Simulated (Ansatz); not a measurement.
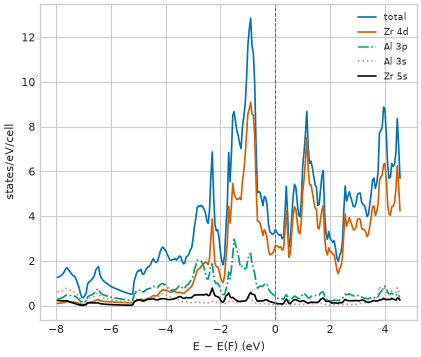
Fig. 1. Total and projected density of states of Zr₄Al₃ in space group P6/mmm (No. 191; Zr on 2e, Zr on 2d, Al on 3f), DFT-r²SCAN in the program Ansatz with PAW potentials

Problem. Which orbitals carry the states next to the Fermi level?

Solution. Within 0.5 eV of the Fermi level: Zr 4d 75 %, Al 3p 15 %. Projections are on Löwdin-orthogonalised atomic valence shells; empty p or d shells of many metals are not among them.

Problem. Where is the tallest occupied peak in this window, and what makes it?

Solution. Near -0.9 eV, about 13 states/eV per cell; the largest projected share is Zr 4d.

The first step of the workflow began from a Materials Project structure, measured or hypothetical; the Crystallography Open Database copy checked does not list it. Whether it is the stable phase at ambient conditions was not checked. The cell was relaxed with r²SCAN under the symmetry of its start; its stability against distortions is not shown here. No spin polarisation was allowed. Spin–orbit coupling is left out wherever it is not named.

Potentials: the later of the program's two PAW sets.
